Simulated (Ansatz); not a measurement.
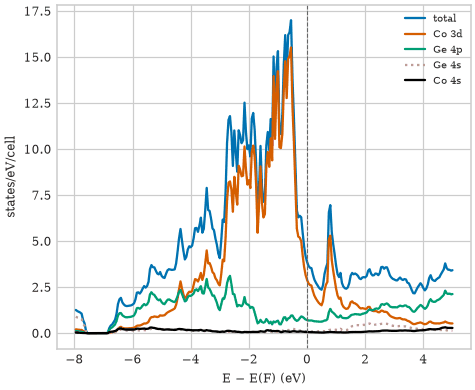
Figure. Total and projected density of states of CoGe in space group C2/m (No. 12; Pearson symbol mS16), DFT-r²SCAN in the program Ansatz with PAW potentials

Task: Which orbitals carry the states next to the Fermi level?

Result: Within 0.5 eV of the Fermi level: Co 3d 80 %, Ge 4p 14 %. Projections are on Löwdin-orthogonalised atomic valence shells; empty p or d shells of many metals are not among them.

Task: Where is the tallest occupied peak in this window, and what makes it?

Result: Near -0.5 eV, about 17 states/eV per cell; the largest projected share is Co 3d.

The workflow started from a Materials Project entry (that database holds measured and hypothetical structures alike); the Crystallography Open Database copy checked does not list it. Its standing as an ambient phase is unchecked. Symmetry was held in the r²SCAN relaxation; its stability against distortions is not shown here. The run is not spin-polarised. Scalar-relativistic: spin–orbit coupling is off unless named, which matters more the heavier the elements.

Potentials: the earlier of the program's two PAW sets.
